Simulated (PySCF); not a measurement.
# [NbO2]+: relaxation and vibrations of the singlet

The task is one start of a wider search on [NbO2]+: the singlet, from a side-on start. It is relaxed, tested by its Hessian and followed downhill if it is a saddle.

Program: PySCF 2.14.0. Level of theory: PBE0, basis Nb def2-TZVP with ECP28, O def2-TZVP, scalar-relativistic core potentials, no spin–orbit coupling, density fitting. These are calculated values, not measurements.

### Step 1. The system as given

3 atoms, charge 1, spin multiplicity 1.

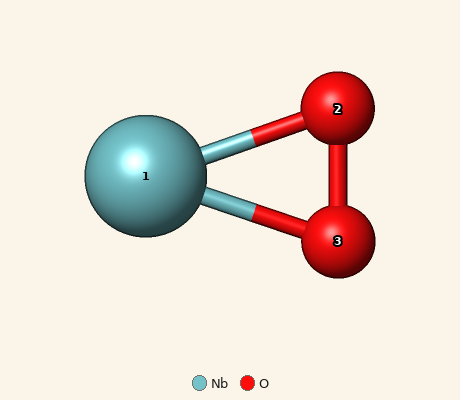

As it starts; niobium teal, oxygen red; atoms are numbered from 1 in the order of the file.

```xyz
3
charge 1 multiplicity 1
Nb    0.0000    0.0000   -0.5185
O     0.7000    0.0000    1.5059
O    -0.7000    0.0000    1.5059
```

### Step 2. Relaxing the singlet from the side-on start

The steps below are one call of a driver around PySCF. For each, scf.py gives the equivalent set-up of the SCF; relaxations use the driver's own optimiser. Before each start the driver seeks the lowest SCF state from one or more starting densities and follows internal instabilities, so scf.py alone need not reach the same state.

The program finds C2v symmetry in the start, which this walk keeps.

The input, scf.py:

```python
from pyscf import gto, scf, dft
mol = gto.M(atom='''
Nb     0.000000     0.000000    -0.518510
O      0.700000    -0.000000     1.505882
O     -0.700000     0.000000     1.505882''',
    basis={'Nb': 'def2-TZVP', 'O': 'def2-TZVP'},
    ecp={'Nb': 'def2-TZVP'},
    charge=1, spin=0)
mf = dft.RKS(mol, xc='PBE0')
mf.grids.atom_grid = (50, 194)
aux = {'Nb': 'def2-universal-JKFIT', 'O': 'def2-universal-JKFIT'}
mf = mf.density_fit(auxbasis=aux)
mf.kernel()
```

Steps of the walk:

| step | energy (Eh) | change (kJ/mol) | largest symmetric gradient (Eh/bohr) |
| --- | --- | --- | --- |
| 0 | -206.822572 | 0.00 | 0.15620 |
| 1 | -206.874968 | -137.57 | 0.10175 |
| 2 | -206.889441 | -175.56 | 0.02973 |
| 3 | -206.890435 | -178.18 | 0.01409 |
| 4 | -206.890605 | -178.62 | 0.00114 |
| 5 | -206.890606 | -178.62 | 0.00003 |

The walk took 6.6 s on 4 threads, shared host.

Geometry (Å) and forces (eV/Å) at some steps:

```
step 0
Nb   0.000   0.000  -0.519   0.000   0.000   8.032
O    0.700   0.000   1.506  -1.476   0.000  -4.016
O   -0.700   0.000   1.506   1.476   0.000  -4.016
step 1
Nb   0.000   0.000  -0.384   0.000   0.000   5.232
O    0.692   0.000   1.439   0.263   0.000  -2.616
O   -0.692   0.000   1.439  -0.263   0.000  -2.616
step 3
Nb   0.000   0.000  -0.280   0.000   0.000  -0.725
O    0.717   0.000   1.387   0.119   0.000   0.362
O   -0.717   0.000   1.387  -0.119   0.000   0.362
step 5
Nb   0.000   0.000  -0.288   0.000   0.000   0.002
O    0.717   0.000   1.391   0.000   0.000  -0.001
O   -0.717   0.000   1.391   0.000   0.000  -0.001
```

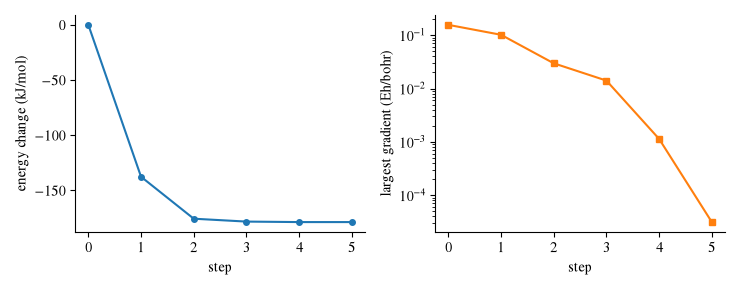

How energy and gradient fall.

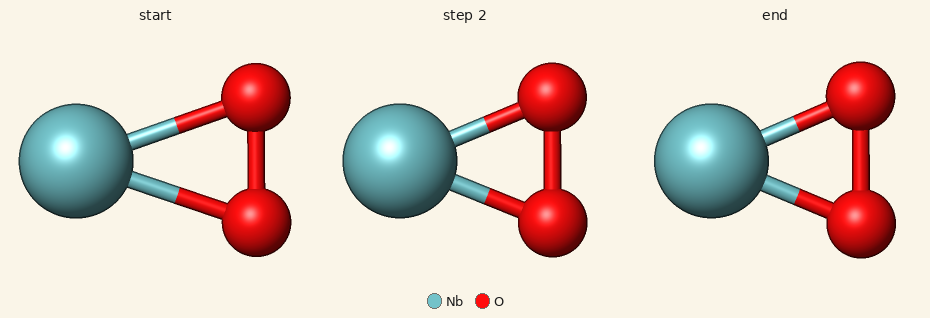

The geometry along the walk, at one scale.

End point (C2v, 5 steps, 178.6 kJ/mol gained): Nb–O 1.826 Å (×2), O–O 1.433 Å; Nb–O–O 66.9° (×2), O–Nb–O 46.2°.

### Step 3. Frequencies

On the finer grid the gradient is checked again; gradients at displacements of ±0.01 bohr then give force constants and infrared intensities.

scf.py, as its differences from that of step 2:

```diff
@@ -3,3 +3,3 @@
-Nb     0.000000     0.000000    -0.518510
-O      0.700000    -0.000000     1.505882
-O     -0.700000     0.000000     1.505882''',
+Nb     0.000000     0.000000    -0.430115
+O      0.716606    -0.000000     1.249160
+O     -0.716606     0.000000     1.249160''',
@@ -10 +10 @@
-mf.grids.atom_grid = (50, 194)
+mf.grids.atom_grid = (75, 302)
```

The driver hands on the density of the step before, so the log starts near convergence.

Log of the central SCF (cycles and frontier levels):

```text
init E= -206.890590292833
  HOMO = -0.426831677760614  LUMO = -0.329697295381411  gap/eV = 2.64316
cycle= 1 E= -206.890590287094  delta_E= 5.74e-09  |g|= 0.000174  |ddm|= 0.000116
  HOMO = -0.426799225948873  LUMO = -0.329676327722097  gap/eV = 2.64285
cycle= 2 E= -206.890590232093  delta_E= 5.5e-08  |g|= 0.000537  |ddm|= 0.000361
  HOMO = -0.426824041682011  LUMO = -0.329692383827734  gap/eV = 2.64309
cycle= 3 E= -206.890590293501  delta_E= -6.14e-08  |g|= 3.28e-06  |ddm|= 0.000274
  HOMO = -0.426823946649762  LUMO = -0.329692311664152  gap/eV = 2.64309
cycle= 4 E= -206.890590293503  delta_E= -1.88e-12  |g|= 6.69e-07  |ddm|= 1.58e-06
  HOMO = -0.426823835356569  LUMO = -0.329692223572797  gap/eV = 2.64309
Extra cycle  E= -206.890590293502  delta_E= 1.08e-12  |g|= 1.52e-06  |ddm|= 1e-06
converged SCF energy = -206.890590293502
```

The whole step took 10 s.

Geometry: C2v; Nb–O 1.826 Å (×2), O–O 1.433 Å; Nb–O–O 66.9° (×2), O–Nb–O 46.2°.

Modes, for the most abundant isotopes:

```json
{"symmetry": "b2", "ω (cm⁻¹)": "623", "IR (km/mol)": "14.4", "μ (u)": "16.69"}
{"symmetry": "a1", "ω (cm⁻¹)": "726", "IR (km/mol)": "44.7", "μ (u)": "19.35"}
{"symmetry": "a1", "ω (cm⁻¹)": "1034", "IR (km/mol)": "46.7", "μ (u)": "16.64"}
```

No imaginary mode, so this is a minimum.

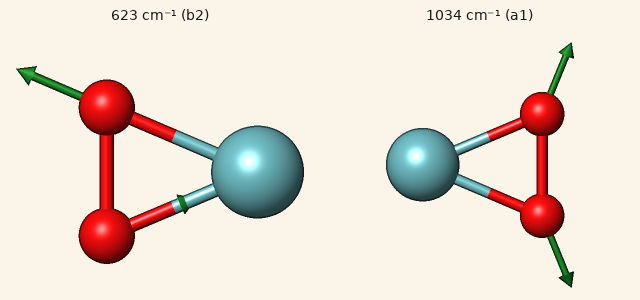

How the atoms move in 2 of the modes.

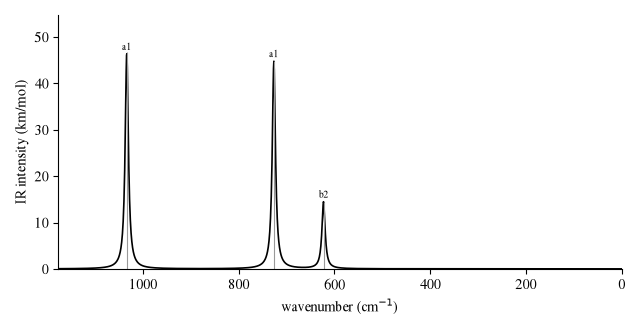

The harmonic infrared spectrum (widths in cm⁻¹). Lines are broadened to a width of 8 cm⁻¹ (Lorentzian).

Constants and moments:

* Dipole moment about the centre of mass: 5.94 D
* Highest occupied level: -11.61 eV
* Lowest empty level: -8.97 eV
* Rotational constants: 1.026, 0.2512, 0.2018 cm⁻¹
* Zero-point energy: 14.3 kJ/mol
* Principal polarisabilities: 21.2, 38.7, 41.4 bohr³
* Principal traceless quadrupole moments about the centre of mass: -4.01, 0.92, 3.09 D Å
* Entropy at 298.15 K and 1 bar: 262.6 J/(mol K)
* Heat capacity Cp at 298.15 K: 42.1 J/(mol K)
* Enthalpy at 298.15 K above 0 K: 10.66 kJ/mol
* Rotational symmetry number: 2

Populations by atom (charges in e):

| atom | Mulliken | Löwdin | polar tensor | Mayer order to Nb1 |
| --- | --- | --- | --- | --- |
| Nb1 | 1.38 | 1.06 | 1.74 | – |
| O2,3 | -0.19 | -0.03 | -0.37 | 1.27 |

Mulliken populations on Nb1 (outside its core potential): s 2.22, p 6.05, d 3.30, f 0.05.

### Step 4. Stability of the closed shell

At the lowest minimum the closed shell is tested against spin polarisation, on the (50, 194) grid. It is unstable: an open-shell solution lies lower. That solution was not followed to a minimum here.

### Step 5. What came out

| quantity | value |
| --- | --- |
| minimum | singlet, C2v (closed shell, unstable towards spin polarisation) |
| geometry | Nb–O 1.826 Å (×2), O–O 1.433 Å; Nb–O–O 66.9° (×2), O–Nb–O 46.2° |
| wavenumbers (cm⁻¹) | 623 (b2), 726 (a1), 1034 (a1) |
| dipole moment (centre of mass) | 5.94 D |
| highest occupied, lowest empty level | -11.61, -8.97 eV |
| polar-tensor charge of Nb1 | +1.74 e |
| zero-point energy | 14.3 kJ/mol |

In words: The side-on start keeps its C2v symmetry and ends in a minimum. The strongest infrared band lies at 1034 cm⁻¹ (a1). Only this shape and spin were tried, so other structures or states may lie lower. A stability analysis at the minimum finds the closed shell unstable towards spin polarisation: an open-shell solution lies lower, and these values are not those of the lowest state.

The search up to here took 21 s.
